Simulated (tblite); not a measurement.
## C$_{2}$H$_{9}$OSi$_{4}$: geometry relaxation (part 2 of 2)

C$_{2}$H$_{9}$OSi$_{4}$, multiplicity 2, SMILES C=C[Si]1(O)[SiH2][SiH][SiH2]1; GFN2-xTB geometry optimisation, gas phase (tblite 0.8.0). It belongs to a series of runs on one base structure; here: H removed from Si.

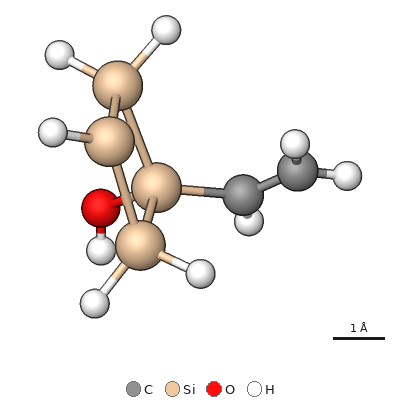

**Figure 1.** The geometry at step 103 of the log (ball-and-stick view, seen at a tilt).

Trajectory as extended XYZ, continued:
```
16
Properties=species:S:1:pos:R:3:forces:R:3 step=75 energy=-537.21686
C     1.7225   -0.8180    1.9625   -0.0250  -0.0820   0.0010
C     1.4836   -1.2109    0.7198    0.0480   0.0820   0.0860
Si    0.3188   -0.3356   -0.4624   -0.0770  -0.0440  -0.1020
O     0.6247   -0.8721   -1.9923    0.0100   0.0360   0.0130
Si    0.2028    1.9873   -0.7233    0.0290  -0.0210  -0.0240
Si   -2.0834    1.7889   -0.2280   -0.0080  -0.0200  -0.0140
Si   -1.9845   -0.5436   -0.0058   -0.0420   0.0130  -0.0230
H     1.2699    0.0663    2.3838   -0.0180  -0.0220  -0.0470
H     2.3722   -1.3740    2.6201    0.0500   0.0490   0.0610
H     1.9900   -2.1040    0.3695   -0.0020  -0.0410  -0.0220
H     0.6783   -1.7996   -2.2029    0.0000  -0.0190  -0.0020
H     0.9674    2.7654    0.2676   -0.0360   0.0210   0.0550
H     0.6938    2.5529   -1.9885   -0.0060  -0.0090  -0.0290
H    -3.1041    2.3658   -1.1316    0.0160   0.0470   0.0180
H    -2.4400   -1.0102    1.3151    0.0480  -0.0120  -0.0020
H    -2.7197   -1.4496   -0.9150    0.0120   0.0220   0.0320
16
Properties=species:S:1:pos:R:3:forces:R:3 step=84 energy=-537.22737
C     1.6612   -0.7995    1.9711   -0.0150   0.0080  -0.0270
C     1.4901   -1.2137    0.7244   -0.0060   0.0140   0.0100
Si    0.3346   -0.3718   -0.4984   -0.0040   0.0280  -0.0400
O     0.6547   -0.8945   -2.0281    0.0250   0.0260   0.0140
Si    0.2331    1.9616   -0.7396    0.0070  -0.0150   0.0010
Si   -2.0353    1.7829   -0.1707   -0.0260  -0.0190  -0.0330
Si   -1.9600   -0.5532   -0.0194   -0.0590  -0.0130   0.0210
H     1.1535    0.0801    2.3343   -0.0030   0.0100   0.0390
H     2.3045   -1.2986    2.6811   -0.0110   0.0060  -0.0410
H     2.0227   -2.1006    0.3990    0.0430  -0.0240   0.0000
H     0.6526   -1.8143   -2.2765    0.0020  -0.0170   0.0310
H     0.9844    2.7736    0.2373    0.0030  -0.0260  -0.0010
H     0.6695    2.5265   -2.0267    0.0080  -0.0070   0.0110
H    -3.0944    2.4344   -0.9746    0.0170   0.0160   0.0250
H    -2.3639   -1.0630    1.3044    0.0280   0.0040  -0.0300
H    -2.7149   -1.4408   -0.9290   -0.0100   0.0100   0.0200
16
Properties=species:S:1:pos:R:3:forces:R:3 step=94 energy=-537.23182
C     1.6119   -0.7824    1.9737    0.0020   0.0100   0.0180
C     1.4887   -1.2002    0.7235   -0.0110  -0.0030  -0.0300
Si    0.3444   -0.3807   -0.5258   -0.0010   0.0000   0.0040
O     0.7061   -0.9168   -2.0399   -0.0120   0.0090  -0.0030
Si    0.2398    1.9480   -0.7638   -0.0020  -0.0040   0.0030
Si   -2.0103    1.7744   -0.1340   -0.0010  -0.0140   0.0100
Si   -1.9532   -0.5633   -0.0390    0.0040  -0.0080   0.0010
H     1.0723    0.0809    2.3294   -0.0120   0.0040   0.0250
H     2.2511   -1.2697    2.6935    0.0140   0.0100   0.0220
H     2.0628   -2.0705    0.4207   -0.0040   0.0080  -0.0330
H     0.6732   -1.8401   -2.2710    0.0190  -0.0420  -0.0130
H     1.0262    2.7643    0.1800    0.0030  -0.0120  -0.0010
H     0.6333    2.4929   -2.0725    0.0140   0.0170   0.0020
H    -3.0988    2.5126   -0.8086   -0.0040   0.0020   0.0010
H    -2.3201   -1.1195    1.2760    0.0000   0.0200  -0.0080
H    -2.7351   -1.4209   -0.9535   -0.0110   0.0020   0.0020
16
Properties=species:S:1:pos:R:3:forces:R:3 step=103 energy=-537.23416
C     1.5992   -0.7741    1.9748   -0.0040  -0.0030   0.0030
C     1.4831   -1.1853    0.7210    0.0010  -0.0010  -0.0120
Si    0.3391   -0.3855   -0.5405   -0.0030  -0.0080  -0.0030
O     0.7095   -0.9377   -2.0465   -0.0020   0.0090  -0.0130
Si    0.2383    1.9429   -0.7763   -0.0010  -0.0050   0.0190
Si   -2.0067    1.7631   -0.1312    0.0040   0.0300  -0.0010
Si   -1.9559   -0.5734   -0.0520   -0.0060   0.0140   0.0120
H     1.0396    0.0711    2.3444   -0.0130   0.0020  -0.0190
H     2.2517   -1.2497    2.6913    0.0070  -0.0080  -0.0040
H     2.0747   -2.0393    0.4055    0.0200   0.0060   0.0110
H     0.7048   -1.8640   -2.2686    0.0130  -0.0270   0.0050
H     1.0336    2.7380    0.1789   -0.0040  -0.0050   0.0010
H     0.6516    2.5012   -2.0738   -0.0020   0.0080  -0.0020
H    -3.0977    2.5367   -0.7608   -0.0040  -0.0080  -0.0020
H    -2.3080   -1.1126    1.2734   -0.0110  -0.0040  -0.0010
H    -2.7644   -1.4225   -0.9511    0.0050   0.0000   0.0050
16
Properties=species:S:1:pos:R:3:forces:R:3 step=113 energy=-537.23640
C     1.5796   -0.7667    1.9640   -0.0010  -0.0010   0.0100
C     1.4895   -1.1710    0.7058    0.0020  -0.0140  -0.0150
Si    0.3298   -0.4002   -0.5608    0.0050  -0.0040   0.0080
O     0.7011   -0.9755   -2.0588   -0.0040   0.0160   0.0040
Si    0.2453    1.9319   -0.7820    0.0050   0.0160   0.0230
Si   -1.9931    1.7747   -0.1133   -0.0200   0.0030  -0.0140
Si   -1.9646   -0.5624   -0.0508    0.0120  -0.0010   0.0040
H     0.9890    0.0564    2.3364   -0.0050  -0.0170  -0.0200
H     2.2425   -1.2295    2.6798   -0.0020   0.0150   0.0020
H     2.1171   -2.0011    0.3940   -0.0080   0.0160  -0.0060
H     0.7579   -1.9073   -2.2500    0.0000  -0.0070   0.0090
H     1.0451    2.7049    0.1889    0.0040  -0.0080  -0.0140
H     0.6478    2.5235   -2.0682    0.0030  -0.0040  -0.0010
H    -3.0992    2.5433   -0.7239    0.0140  -0.0010   0.0010
H    -2.3141   -1.1051    1.2733   -0.0040  -0.0110   0.0130
H    -2.7815   -1.4069   -0.9460   -0.0010   0.0020  -0.0030
16
Properties=species:S:1:pos:R:3:forces:R:3 step=122 energy=-537.23722
C     1.5614   -0.7623    1.9564   -0.0020  -0.0010   0.0000
C     1.4925   -1.1676    0.6973    0.0020   0.0000  -0.0040
Si    0.3285   -0.4054   -0.5690    0.0010  -0.0010  -0.0010
O     0.6986   -0.9890   -2.0639   -0.0050   0.0070  -0.0010
Si    0.2489    1.9282   -0.7814    0.0030   0.0050   0.0000
Si   -1.9864    1.7729   -0.1025   -0.0020   0.0010   0.0070
Si   -1.9622   -0.5648   -0.0449    0.0070   0.0030  -0.0060
H     0.9432    0.0450    2.3173   -0.0030  -0.0030   0.0080
H     2.2284   -1.2037    2.6814    0.0000   0.0010  -0.0010
H     2.1412   -1.9804    0.3849    0.0050   0.0040   0.0020
H     0.7754   -1.9225   -2.2400   -0.0020  -0.0010  -0.0010
H     1.0668    2.6889    0.1829   -0.0010   0.0010   0.0020
H     0.6448    2.5258   -2.0670    0.0000  -0.0080  -0.0050
H    -3.0928    2.5548   -0.6928    0.0050   0.0010  -0.0060
H    -2.3099   -1.1160    1.2768   -0.0030  -0.0040   0.0000
H    -2.7861   -1.3949   -0.9468   -0.0050  -0.0030   0.0040
```

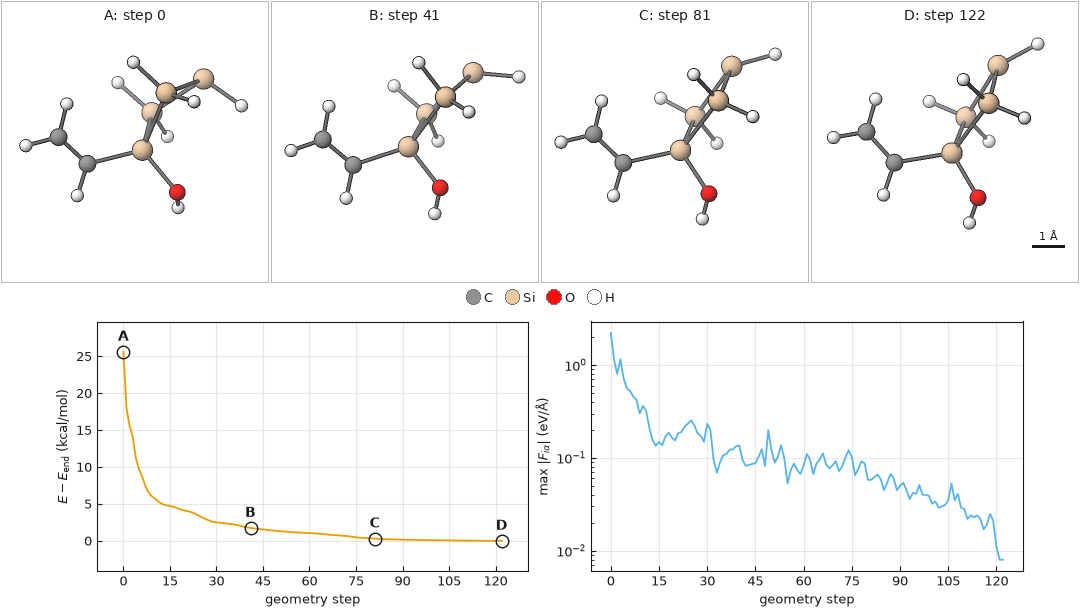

**Figure 2.** Frames of the relaxation (ball-and-stick view, seen at a tilt) above the curves, on which the letters mark them (steps are counted from 0).

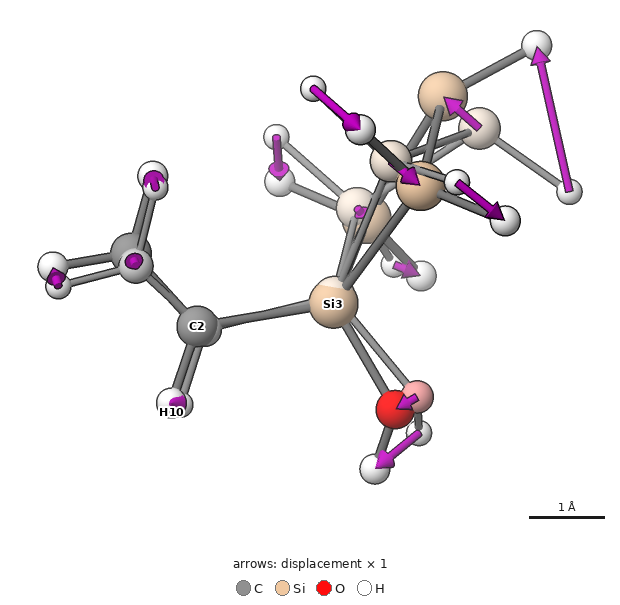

**Figure 3.** Start (faint) and end (solid) with the displacements as pink arrows, at true length (ball-and-stick view, seen at a tilt). The two geometries are laid on each other by the best rigid fit. Over 122 geometry steps the energy falls by 25.6 kcal/mol. Largest force component: 2.2 eV/Å at the start, 0.008 eV/Å at the end. H14 moves most after the best rigid fit: 2.02 Å. By element the largest moves are H 2.02 Å, Si 0.66 Å, O 0.34 Å, C 0.33 Å. Among the contacts that change: Si3–Si5 2.237 → 2.345 Å, Si3–Si7 2.251 → 2.355 Å, Si3–O4 1.737 → 1.647 Å, Si5–Si6 2.254 → 2.341 Å. Among the angles that change: Si5–Si6–H14 109.2° → 124.3°, Si7–Si6–H14 108.5° → 123.1°, H12–Si5–H13 116.0° → 102.3°. (Atoms are counted from 1 in the order of the input.)

The run was set up as follows.

Input file:
```
{"job": {"kind": "relax", "xc": "GFN2-xTB", "basis": "xTB"}, "charge": 0, "multiplicity": 2}
C      1.840500    -0.716100     1.756700
C      1.403600    -1.213400     0.593200
Si     0.279100    -0.338600    -0.534200
O      0.452800    -0.769700    -2.208100
Si     0.115200     1.873500    -0.243800
Si    -2.076200     1.636500    -0.713000
Si    -1.866800    -0.419800     0.142000
H      1.526200     0.290800     2.113400
H      2.509300    -1.251200     2.420700
H      1.740100    -2.204900     0.307900
H     -0.080500    -1.595400    -2.392600
H      0.343800     2.263700     1.124000
H      0.797700     2.677700    -1.265000
H     -2.248700     1.519800    -2.170400
H     -2.037400    -0.348100     1.597100
H     -2.706500    -1.395900    -0.539500
```

The first line tells a small driver script what to run in tblite; the rest is the geometry in Å.

Run as:
```bash
OMP_NUM_THREADS=1 python <driver script> task.json out
```

Key numbers:

| quantity | value |
| --- | --- |
| outcome | converged |
| total energy | −537.2372 eV |
| hardware | 1 CPU thread, shared host |
| wall time | 1.1 s |
| peak memory | 0.18 GiB |
